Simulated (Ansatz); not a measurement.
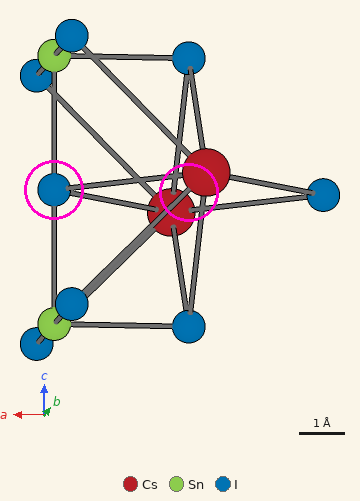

Perfect CsSnI$_{3}$. The picture is a ball-and-stick view of the atoms within 4.8 Å of one point, seen from a free direction.

Level of theory: DFT, PBEsol, PAW, plane waves (Ansatz 0.2.0). Set-up: plane-wave cutoff 420 eV; k-point mesh 1 × 1 × 1; mesh shifted by (0.25, 0.25, 0.25); collinear spin. Fermi-Dirac smearing of 0.01 eV. The axes drawn are those of the host's conventional cell.

An iodine atom is replaced by hydrogen and an extra iodine atom is put between the host's atoms (an interstitial), the two sites 3.1 Å apart at the ringed places, in charge state 0. The supercell has 40 sites, and the atoms are relaxed at the host's cell.

**Predict the relaxed surroundings of the defect.**

In the host the I atom has 2 Sn at 3.08 Å; the H atom ends with 1 Sn at 1.88 Å, 1 I at 2.10 Å. The I atom starts with 4 I at 3.07 to 3.08 Å, 2 Cs at 3.08 Å around its place and ends with 1 H at 2.10 Å. Of the host's atoms, an iodine atom moves furthest from its site, by 0.89 Å. The H atom itself moves 1.40 Å from where it was put. The I atom itself moves 1.62 Å from where it was put. The cell's net moment is 1.00 μB.

The relaxed defect, seen from the same direction:

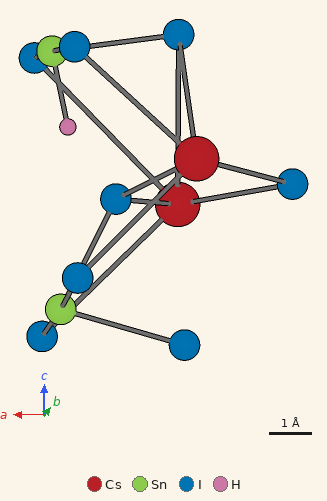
